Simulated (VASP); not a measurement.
Band structure of Na (bcc). Computed with RPBE GGA, VASP's PBE PAW potentials (set 64) (plane waves; VASP 6.6.1).

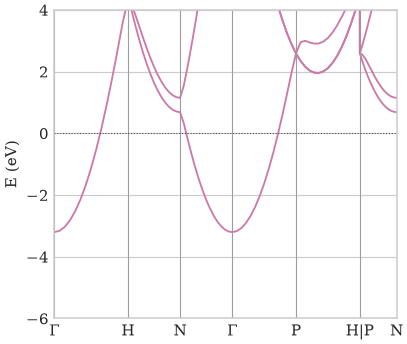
Figure. Bands along high-symmetry lines, zero at the valence-band maximum or, without a gap, the Fermi level

Question: Read the plot: is there a gap, and where are the band edges?

Answer: It has no gap at this level: it comes out as a metal or semimetal. (Edges off the drawn lines would not show.)

The compound is Na in the bcc structure. It was relaxed first.
